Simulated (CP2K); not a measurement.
Consider 3-methoxypyrrole at its PBE geometry (Å).

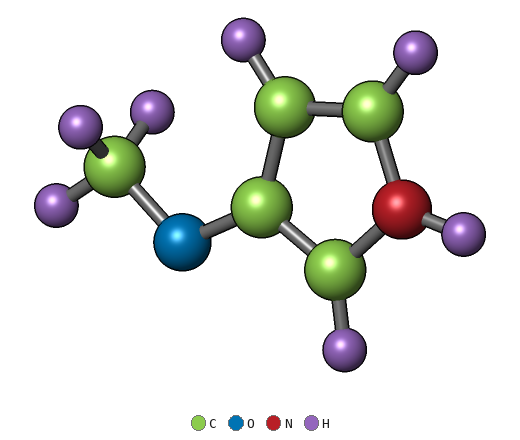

The molecule (carbon green, oxygen blue, nitrogen red, hydrogen purple).

```xyz
14

C    -2.3511    0.2631    0.2738
O    -1.4503   -0.7888   -0.0841
C    -0.1246   -0.4262   -0.1027
C     0.4662    0.8396    0.1898
C     1.8371    0.6862    0.0285
N     2.0740   -0.6118   -0.3470
C     0.8879   -1.3159   -0.4351
H    -3.3559   -0.1710    0.2406
H    -2.1442    0.6357    1.2904
H    -2.2889    1.1022   -0.4389
H    -0.0362    1.7539    0.4821
H     2.6462    1.3953    0.1550
H     2.9880   -1.0034   -0.5314
H     0.8518   -2.3589   -0.7208
```

Method: CP2K XAS_TDP, all-electron GAPW, PBEh(45%), aug-cc-pVDZ, TDA, no relativity.

**Question.** Where do the N K-edge lines lie, and how strong are they?

Leading lines: N6 398.24 eV. The leading line of an atom is its first one with 35 % of the strongest within 2.5 eV of its lowest line over the strength cut. 

The first six lines of each atom with a strength over 0.0015:

| atom | energy (eV) | states | strength, one atom |
| --- | --- | --- | --- |
| N6 (bonded to 2 C and H) | 398.24 | 1 | 0.0343 |
|  | 399.01 | 1 | 0.0141 |
|  | 402.23 | 1 | 0.0081 |
|  | 402.39 | 1 | 0.0027 |
|  | 402.48 | 1 | 0.0023 |
|  | 402.76 | 1 | 0.0017 |

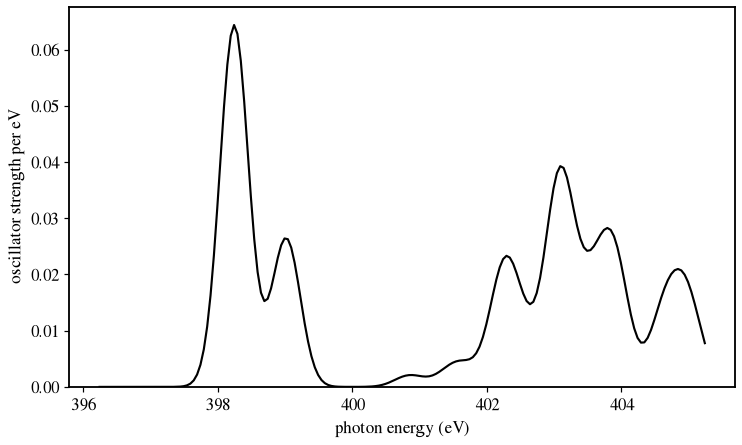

All atoms added, broadened by 0.5 eV.

Lines are vertical, at one geometry, with no vibrational structure. Without a correction of the core level, line positions, and the gaps between valence and Rydberg lines, follow the share of exact exchange. At this level such K lines come out 3 to 6 eV under measured ones. These values hold no scalar relativity, about 0.2 eV for N 1s. Rydberg lines, and the discretised continuum above threshold, depend on the basis and the box.

[Banner, clock and machine lines of the logs are left out without a mark of their own.]

[Logs are printed without paths, hosts, clocks, repeated set-up lines and the standing remarks that a program may print on its own settings, such as how far it seeks lower states.]

[Hosts, paths, dates, database ids (printed as entryN), source tags and the programs' standing remarks are cut or masked in the printed files.]
